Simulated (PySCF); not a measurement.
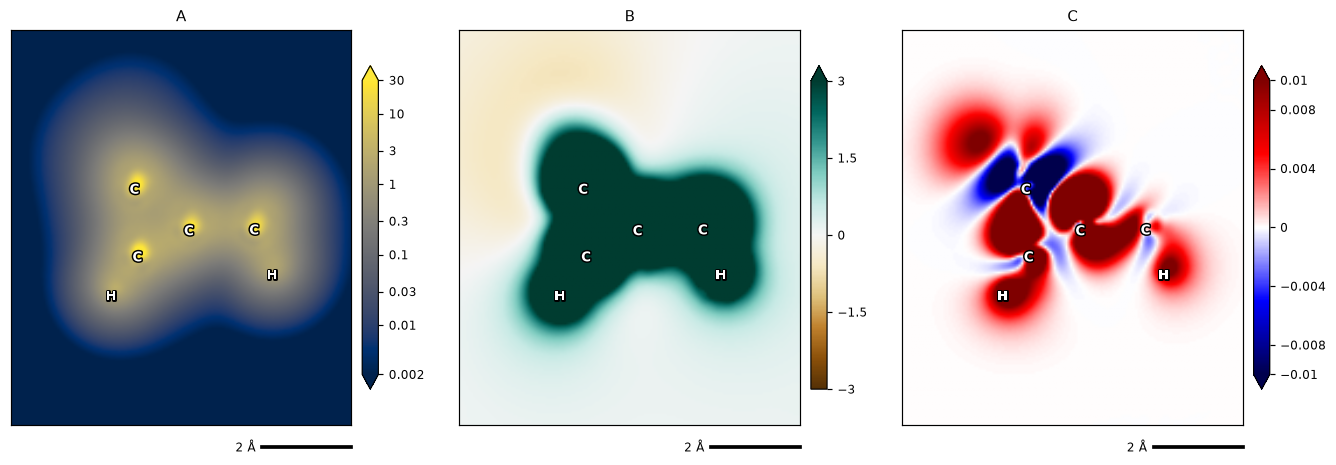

C$_{6}$H$_{7}$ (SMILES C=[C][C@H]1C=C1C) (doublet): 3 fields on the plane of atoms C5, C6 and H11, with unlabelled colour scales.

Geometry: GFN2-xTB.

Computed with UKS B3LYP, pcH-1 on C H, non-relativistic, mean-field spin-orbit, GIAO (PySCF).

**Match the panels to the quantities (electron density, electrostatic potential and spin density).**

Panel A: electron density. Panel B: electrostatic potential (strongly positive close to the atoms, with negative regions outside electron-rich atoms). Panel C: spin density (confined to the atoms that carry the unpaired spin). From the grid: C–C (1.30 Å): ρ at the midpoint is about 2.3 e/Å³. C–H (1.06 Å): ρ is about 1.8 e/Å³ halfway.
